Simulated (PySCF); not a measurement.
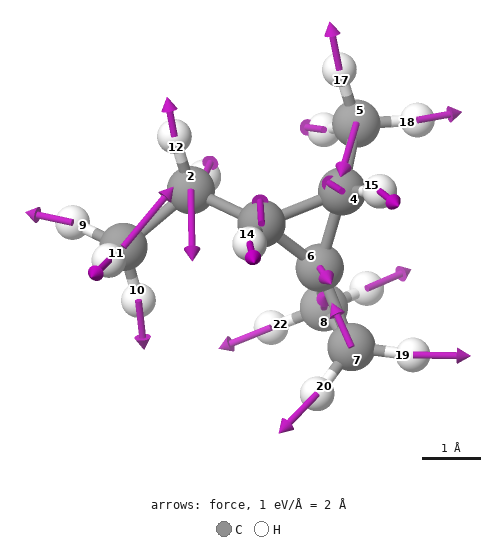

Starting geometry of C8H14 with the computed forces as purple arrows. Style: ball-and-stick. Shown face on.

The start comes from GFN2-xTB.

All numbers below come from PBE0-D3(BJ)/def2-SVP geometry optimisation, gas phase (PySCF 2.14.0, density-fitted response routines). 

Question: What follows when this structure is relaxed?

Answer: It isn't relaxed: the largest force vector, on C atoms, is 0.69 eV/Å. The final displacements follow the starting forces only in part (cosine between the two patterns 0.33). The largest moves after the best rigid fit, 0.056 Å, are those of H atoms. Largest moves by element: H 0.056 Å, C 0.022 Å. Some distances before and after: C–H 1.081 → 1.095 Å, C–H 1.094 → 1.104 Å, C–C 1.513 → 1.518 Å. After 3 geometry steps the energy has fallen by 5.21 kJ/mol. The run took of the order of 2.6 core-minutes on a shared host.
